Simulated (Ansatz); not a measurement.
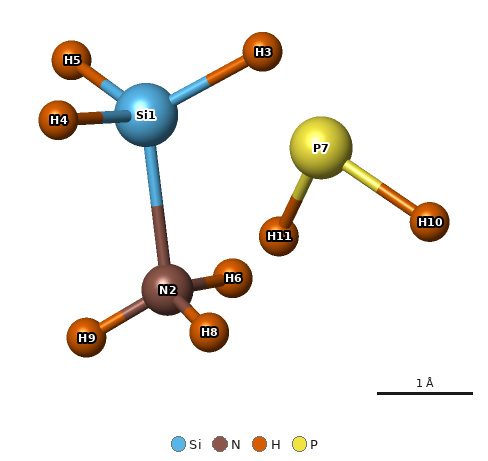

Figure 1. The structure as given in the input (ball-and-stick view, seen at a tilt; atoms are numbered from 1 in the order of the input).

## SiPNH8: single-point calculation

- system: SiPNH8
- method: RKS PBE0-D4/def2-TZVPP (Ansatz 0.2.0)

The geometry is a transition state. The reaction was set up to form Si1–P7 and N2–H6 and to break Si1–N2 and H6–P7 (atoms counted from 1 in the order of the input); sticks are drawn by distance alone. The geometry comes from this level: PBE0-D4/def2-TZVP.

**The input**
```yaml
crystal:
  periodic: [false, false, false]
  atoms:
    - {symbol: Si, position_ang: [-1.084088, -0.553674, 0.477256]}
    - {symbol: N, position_ang: [0.749718, -0.441412, 0.781594]}
    - {symbol: H, position_ang: [-1.770715, 0.721953, 0.738748]}
    - {symbol: H, position_ang: [-1.399848, -1.442725, 1.646424]}
    - {symbol: H, position_ang: [-1.400121, -1.337261, -0.728068]}
    - {symbol: H, position_ang: [0.903099, 0.223871, -0.094408]}
    - {symbol: P, position_ang: [-0.034139, 1.194813, -1.670551]}
    - {symbol: H, position_ang: [1.001213, -0.004092, 1.666138]}
    - {symbol: H, position_ang: [1.241810, -1.328886, 0.698370]}
    - {symbol: H, position_ang: [0.700262, 2.300023, -1.148773]}
    - {symbol: H, position_ang: [1.093008, 0.667290, -2.366732]}
basis:
  gaussian: {orbitals: def2-TZVPP}
hamiltonian: {xc: pbe0, dispersion: d4}
output: {orbitals: {seedname: orbitals}}
```

Run as:
```bash
ansatz run in.yaml --threads 4 --pin off --events-out ev --progress --plain --max-ram 9574MiB
```

**What the program printed**
```
Functional definition: PBE0
  name "PBE0"
  cite "Adamo & Barone, J. Chem. Phys. 110, 6158 (1999) doi:10.1063/1.478522"
  cite "Perdew, Burke & Ernzerhof, Phys. Rev. Lett. 77, 3865 (1996) doi:10.1103/PhysRevLett.77.3865"
  parent pbe
  parameter a = 0.25
  parameter kappa = 0.804
  parameter beta = 0.06672455060314922
  exchange = (1 - a)*pbe_x(kappa = kappa, mu = beta*pi^2/3) + a*exact_x
  correlation = pbe_c(beta = beta)
1218 factors; their error is unknown
mean field evaluation 1: about -18773.3860 eV, gradient 4.7e1 eV
mean field evaluation 2: about -18771.0642 eV, gradient 5.7e1 eV
mean field evaluation 4: about -18777.7298 eV, gradient 2.6e0 eV
mean field evaluation 8: about -18777.7638 eV, gradient 3.5e-2 eV
mean field -18777.76381540 eV, -690.0700921904 hartree, gradient 3.5e-5 eV, S^2 0.000000; 0 other end points of the search recorded, 0 dependent functions left out
reference -18777.76384792 eV, -690.0700933856 hartree; 22, 22 occupied and 205, 205 virtual orbitals, 1218 factors
Total energy: -18777.94749093 eV, -690.0768421417 hartree
```

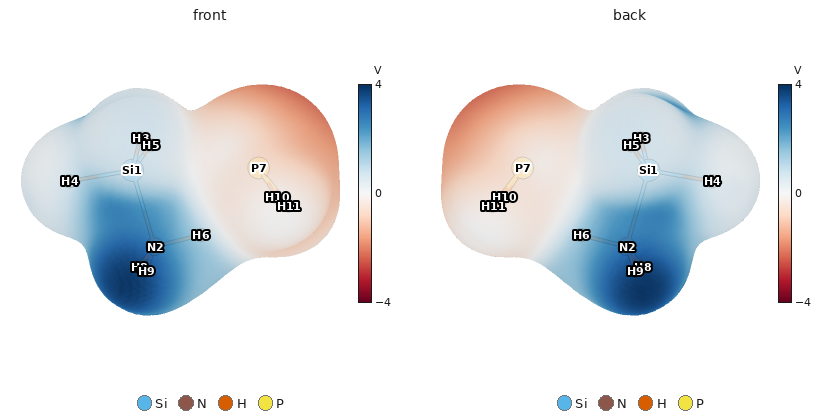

Figure 2. The electrostatic potential painted on the density surface at 0.004 e/bohr³, seen face on and from behind; the colour scale runs from red (negative) to blue (positive). A positive charge is drawn to the negative regions and a negative charge to the positive ones.

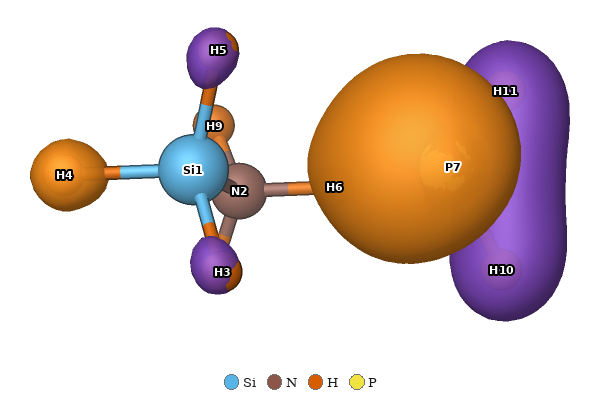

Figure 3. One frontier orbital at ±0.15 Å⁻³ᐟ² (orange and purple are the two phases), seen from the side. The HOMO−1, at −6.90 eV.

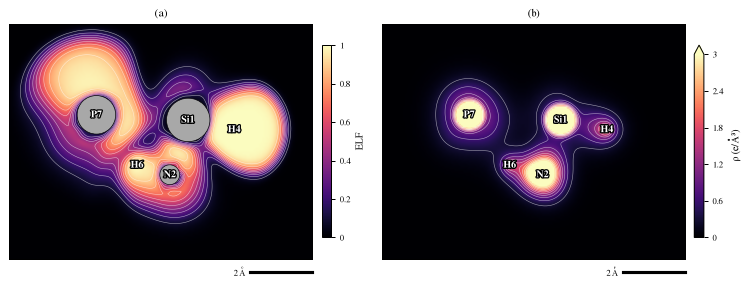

Figure 4. (a) electron localisation function; (b) total electron density on the plane of atoms N2, Si1 and H4. Grey discs, where drawn, cover atomic cores. The section cuts through Si, N, H and P sites. Si1···P7 (2.96 Å): ρ is about 0.23 e/Å³ halfway, with its minimum of 0.2 e/Å³ about 1.3 Å from Si; the ELF peaks at about 0.95 between the atoms. Si–N (1.86 Å): ρ at the midpoint is about 0.86 e/Å³; the ELF peaks at about 0.95 between the atoms (a shared but strongly polarised pair).

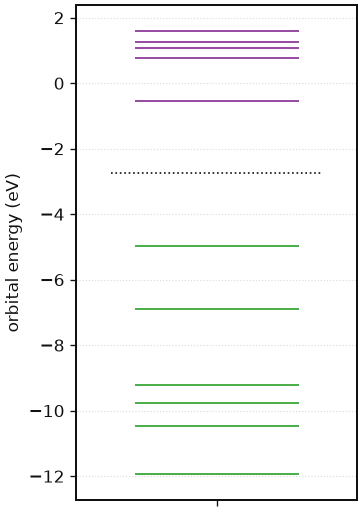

Figure 5. Orbital energies near the frontier; the dotted line parts filled from empty levels, and levels within 0.02 eV of each other stand side by side. Highest filled −4.96 eV, lowest empty −0.54 eV, 4.42 eV apart.

**Results in brief**

| quantity | value |
| --- | --- |
| outcome | converged |
| total energy | −18777.9475 eV |
| mean-field energy | −18777.7638 eV |
| dispersion energy | −0.1836 eV |
| SCF solution under orbital rotations | stable |
| HOMO | −4.96 eV |
| LUMO | −0.54 eV |
| hardware | 4 threads of Arm Neoverse V1, 23 GiB of memory available, shared host |
| wall time | 2.2 s (CPU time 7.9 s) |
| peak memory | 0.47 GiB |
